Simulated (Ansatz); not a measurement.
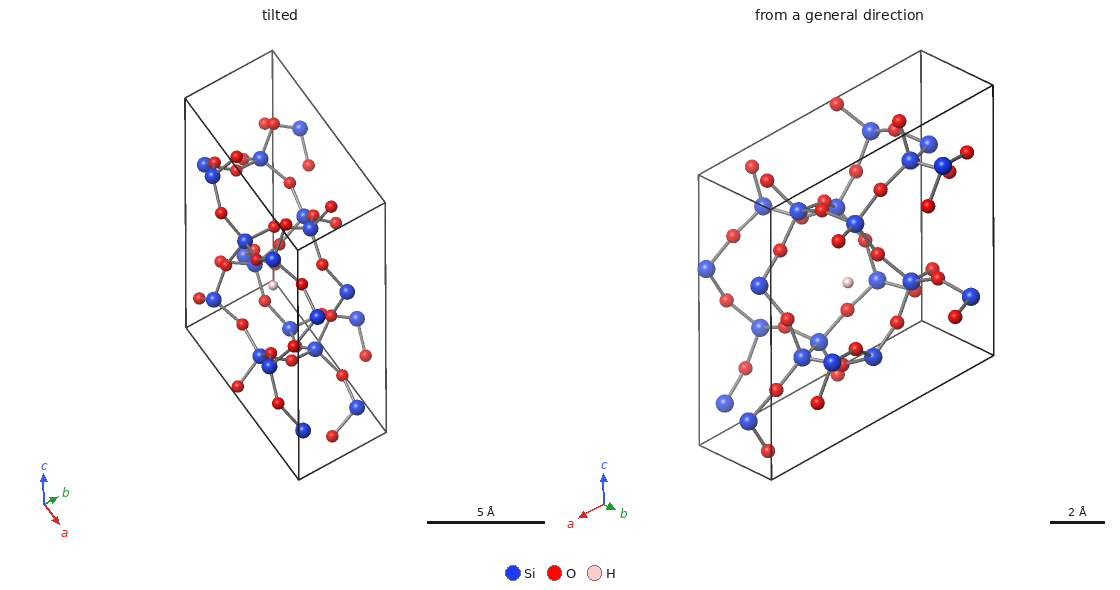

This ball-and-stick model is shown slightly off an axis and from a general direction. One supercell is framed, with atoms on its boundary repeated. The host is SiO2, in a cell of 48 sites, and the cell is neutral.

### Where does the cell differ from the host, and how?

An interstitial hydrogen atom. It is bonded to no bonds drawn.

Method used: DFT PBE, scalar-relativistic, plane waves, PAW (Ansatz 0.2.0). It ran with a basis cut at 420 eV, k-grid 2×2×2, Gaussian smearing of 0.01 eV, collinear spins.

### Is a magnetic moment found?

Yes, 1.0 μB in the cell.

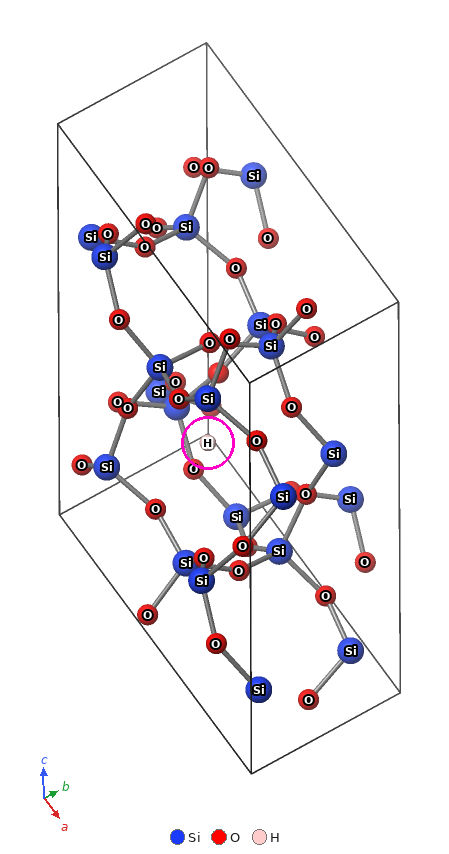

The same cell with a ring at the defect's site.

The atoms were relaxed in the host's cell with Ansatz, DFT PBE, scalar-relativistic, plane waves, PAW.
